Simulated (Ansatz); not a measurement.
**SnH2F2 (SMILES [F][SnH2][F]) at PBE/def2-SVP (core potential)**

Aim: the electronic atomisation energy of SnH2F2 at PBE/def2-SVP (core potential), from 4 runs. 

The calculation is run with Ansatz 0.2.0.

44 further runs of the same task are left out: 44 set aside as unsound or not needed.

## Step 1: The structure to begin with

SnH2F2 has 5 atoms, charge 0, and is taken as a singlet. SMILES: `[F][SnH2][F]`. The shape is that of a PBE0-D4/def2-TZVP optimisation.

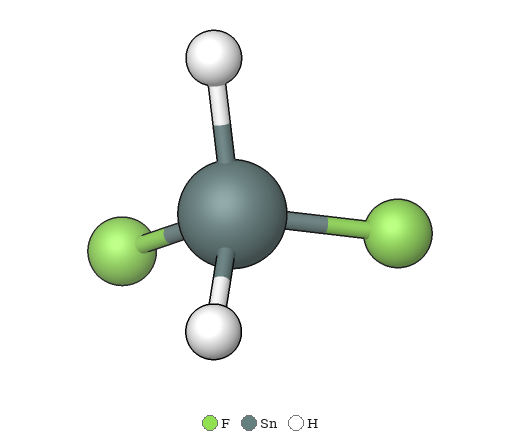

The structure, seen from a chosen angle (fluorine green, tin teal, hydrogen white).

## Step 2: The energy at PBE/def2-SVP (core potential)

Contents of input.yaml:

```yaml
crystal:
  periodic: [false, false, false]
  atoms:
    - {symbol: F, position_ang: [-0.343500, -0.356300, 1.741400]}
    - {symbol: Sn, position_ang: [0.128900, -0.073200, -0.086200]}
    - {symbol: F, position_ang: [-1.231200, 1.110700, -0.712400]}
    - {symbol: H, position_ang: [-0.087400, -1.547100, -0.889100]}
    - {symbol: H, position_ang: [1.583200, 0.792100, -0.095000]}
basis:
  gaussian:
    orbitals: def2-SVP
output:
  orbitals: {seedname: orbitals}
accuracy: high
hamiltonian:
  xc: pbe
```

Command:

```sh
$ ansatz run input.yaml --threads 1 --pin off --max-ram 3480MiB --events-out events.jsonl --progress --plain --runs-dir runs
```

Standard output:

```text
Warning: RAYON_NUM_THREADS=1 ignored (pool sized by the plan → 1); use --threads N
Functional definition: PBE
  name "PBE"
  parameter kappa = 0.804
  parameter beta = 0.06672455060314922
  exchange = pbe_x(kappa = kappa, mu = beta*pi^2/3)
  correlation = pbe_c(beta = beta)
1430 factors; integrals over basis functions are off by at most 3.4e-9 eV
mean field evaluation 1: about -11284.4298 eV, gradient 5.1e1 eV
mean field evaluation 2: about -11251.5689 eV, gradient 1.5e2 eV
mean field evaluation 4: about -11288.7279 eV, gradient 3.8e0 eV
mean field evaluation 8: about -11288.7654 eV, gradient 1.7e-1 eV
mean field evaluation 16: about -11288.7655 eV, gradient 1.1e-5 eV
mean field -11288.76546317 eV, -414.8544789713 hartree, gradient 9.4e-8 eV, S^2 0.000000; 0 other end points of the search recorded, 0 dependent functions left out
reference -11288.76546687 eV, -414.8544791074 hartree; 21, 21 occupied and 43, 43 virtual orbitals, 1430 factors
Total energy: -11288.76546687 eV, -414.8544791074 hartree
```

Run time: 3.9 s. Hardware: 1 thread of Intel Xeon Platinum 8259CL at 2.50GHz (Skylake/Cascade Lake), shared host; peak memory 0.17 GiB.

## Step 3: The F atom, same level

Contents of molecule.yaml:

```yaml
crystal:
  periodic: [false, false, false]
  atoms:
    - {symbol: F, position_ang: [0.000000, 0.000000, 0.000000]}
basis:
  gaussian: {orbitals: def2-SVP}
total_charge: 0
magnetization: {spin_polarized: true, initial_magnetization: 1}
hamiltonian: {xc: {name: PBE}}
accuracy: high
```

Run the same way, it converges to -99.53976 Eh (log not shown).

## Step 4: The H atom, same level

Contents of input.yaml:

```yaml
basis:
  gaussian:
    orbitals: def2-SVP
crystal:
  periodic: [false, false, false]
  atoms:
    - {symbol: H, position_ang: [0.000000, 0.000000, 0.000000]}
magnetization:
  spin_polarized: true
  initial_magnetization: 1
hamiltonian:
  xc: pbe
accuracy: high
```

Command:

```sh
$ ansatz run input.yaml --threads 1 --pin off --max-ram 3480MiB --events-out events.jsonl --progress --plain --runs-dir runs
```

Standard output:

```text
Warning: RAYON_NUM_THREADS=1 ignored (pool sized by the plan → 1); use --threads N
[... 6 set-up lines as earlier in the session ...]
15 factors; integrals over basis functions are off by at most 8.9e-10 eV
mean field evaluation 1: about -13.5665 eV, gradient 4.0e-1 eV
mean field evaluation 2: about -13.5663 eV, gradient 4.0e-1 eV
mean field evaluation 4: about -13.5684 eV, gradient 5.7e-6 eV
mean field evaluation 8: about -13.5684 eV, gradient 2.0e-10 eV
mean field -13.56839668 eV, -0.4986293811 hartree, gradient 1.3e-10 eV, S^2 0.750000; 0 other end points of the search recorded, 0 dependent functions left out
reference -13.56839849 eV, -0.4986294476 hartree; 1, 0 occupied and 4, 5 virtual orbitals, 15 factors
Total energy: -13.56839849 eV, -0.4986294476 hartree
```

Wall time 0.22 s (1 thread of Intel Xeon Platinum 8259CL at 2.50GHz (Skylake/Cascade Lake), shared host).

## Step 5: The Sn atom, same level

Contents of in.yaml:

```yaml
crystal:
  periodic: [false, false, false]
  atoms:
    - symbol: Sn
      position_ang: [0.000000, 0.000000, 0.000000]
basis:
  gaussian: {orbitals: def2-SVP}
magnetization: {spin_polarized: true, initial_magnetization: 2}
hamiltonian: {xc: {name: PBE}}
accuracy: high
```

Command:

```sh
$ ansatz run in.yaml --threads 1 --pin off --max-ram 3480MiB --events-out events.jsonl --progress --plain --runs-dir runs
```

Standard output:

```text
Warning: RAYON_NUM_THREADS=1 ignored (pool sized by the plan → 1); use --threads N
[... 6 set-up lines as earlier in the session ...]
223 factors; integrals over basis functions are off by at most 2.0e-9 eV
mean field evaluation 1: about -5829.8307 eV, gradient 2.0e0 eV
mean field evaluation 2: about -5829.8733 eV, gradient 7.3e-1 eV
mean field evaluation 4: about -5829.8757 eV, gradient 4.3e-1 eV
mean field evaluation 8: about -5829.8763 eV, gradient 1.3e-4 eV
mean field evaluation 16: about -5829.8763 eV, gradient 4.4e-9 eV
mean field evaluation 32: about -5829.8764 eV, gradient 8.1e-4 eV
mean field -5829.87634721 eV, -214.2440041278 hartree, gradient 7.9e-8 eV, S^2 2.001725; 2 other end points of the search recorded, 0 dependent functions left out
reference -5829.87634920 eV, -214.2440042011 hartree; 12, 10 occupied and 14, 16 virtual orbitals, 223 factors
Total energy: -5829.87634920 eV, -214.2440042011 hartree
```

Run time: 3.3 s. Hardware: 1 thread of Intel Xeon Platinum 8259CL at 2.50GHz (Skylake/Cascade Lake), shared host; peak memory 0.12 GiB.

## Step 6: Outcome

At PBE/def2-SVP (core potential):

| quantity | value |
| --- | --- |
| molecule: total energy | -414.85448 Eh |
| molecule: HOMO energy | -7.99 eV |
| molecule: LUMO energy | -1.62 eV |
| molecule: HOMO–LUMO gap | 6.37 eV |
| F atom: total energy | -99.53976 Eh |
| F atom: ⟨S²⟩ | 0.751 |
| H atom: total energy | -0.49863 Eh |
| H atom: ⟨S²⟩ | 0.750 |
| Sn atom: total energy | -214.24400 Eh |
| Sn atom: ⟨S²⟩ | 2.002 |
| electronic atomisation energy | 14.523 eV |

In words: Taking the molecule apart into free atoms costs 14.52 eV (1401 kJ/mol), before zero-point energy and without spin-orbit coupling.
